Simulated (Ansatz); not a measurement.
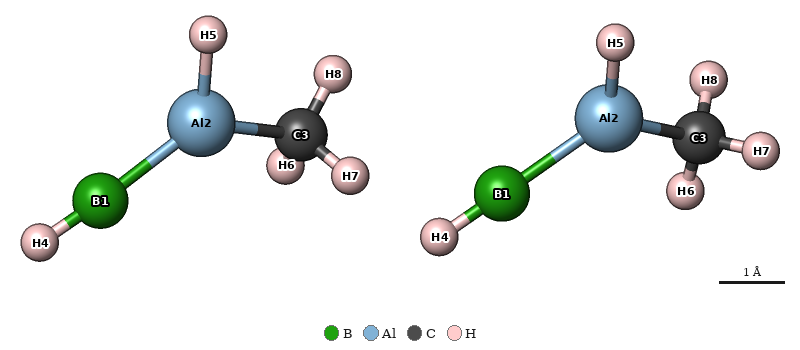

Two geometries of CH₅AlB (multiplicity 2), drawn at one scale. One is the start of a relaxation, the other its converged end. Style: ball-and-stick. Shown at a tilt.

Level of theory: UKS r2SCANh-D4/6-31G* in Ansatz. Set-up: collinear spin; force threshold 0.015 eV/Å; at most 40 steps.

Which of the two is the end point?

Answer. The right one is the relaxed one. The run prepares an end point of a later path (torsion) calculation, from a guessed geometry. Over 15 accepted moves (16 points after the start) the energy falls by 2.96 kcal/mol. The largest force component goes from 0.89 to 0.014 eV/Å. The line search rejected the trial step at point 13 of the run. The forces were under the threshold at step 14, but the run went on from there. The atom that moves furthest after the best rigid fit is H8 (0.53 Å). By element the largest moves are H 0.53 Å, B 0.19 Å, Al 0.17 Å, C 0.05 Å. Some distances before and after: Al2–C3 1.999 → 1.966 Å, B1–H4 1.164 → 1.190 Å, Al2–H5 1.573 → 1.598 Å, B1–Al2 2.019 → 2.042 Å. Bond angles that change, for instance: C3–Al2–H5 109.3° → 121.9°, B1–Al2–C3 131.3° → 122.4°, Al2–C3–H8 114.6° → 110.6°. Groups turn about Al2–C3 by about 35°. Cost: 84 s on 1 thread of Arm Neoverse V2 (shared host), peak memory 0.19 GiB.
